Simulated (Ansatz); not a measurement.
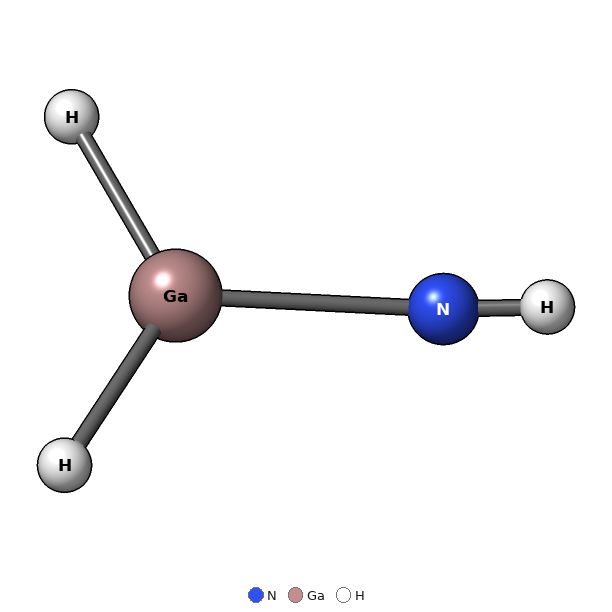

Starting geometry of the run.

Input file:

```yaml
crystal:
  periodic: [false, false, false]
  atoms:
    - {symbol: N, position_ang: [0.191479, -1.270189, 0.510795]}
    - {symbol: Ga, position_ang: [-0.076696, 0.582158, -0.254997]}
    - {symbol: H, position_ang: [0.241144, -1.957659, 0.887281]}
    - {symbol: H, position_ang: [-1.465368, 0.840460, -1.288351]}
    - {symbol: H, position_ang: [1.109442, 1.805230, 0.145272]}
basis:
  gaussian: {orbitals: def2-SVP}
magnetization: {spin_polarized: true, initial_magnetization: 1}
hamiltonian: {xc: pbe, dispersion: d4}
relax: {f_tol: 0.03, max_steps: 250}
```

Command:

```sh
ansatz run in.yaml --threads 2 --pin off --events-out ev --progress --plain --max-ram 4352MiB
```

What the program printed (its end):

```
mean field -53896.75647281 eV, -1980.6692678422 hartree, gradient 1.5e-5 eV, S^2 0.755536; 3 other end points of the search recorded, 0 dependent functions left out
the calculation of the forces begins
reference -53896.75650863 eV, -1980.6692691585 hartree; 21, 20 occupied and 40, 41 virtual orbitals, 701 factors
Total energy: -53896.81748216 eV, -1980.6715098942 hartree
Atom 0 at     0.373009    -1.221553     0.159419 Å, force    -0.000511     0.010846    -0.010834 eV/Å
Atom 1 at    -0.080994     0.527004    -0.207022 Å, force     0.002813     0.010740    -0.017410 eV/Å
Atom 2 at     0.080086    -1.728494     1.012642 Å, force    -0.001973    -0.013107     0.016181 eV/Å
Atom 3 at    -1.340372     0.776481    -1.124351 Å, force    -0.002484    -0.005725     0.004276 eV/Å
Atom 4 at     0.968273     1.646562     0.159312 Å, force     0.002154    -0.002753     0.007787 eV/Å
Dipole moment:    -0.155623     0.043486     0.247156 e Å
```
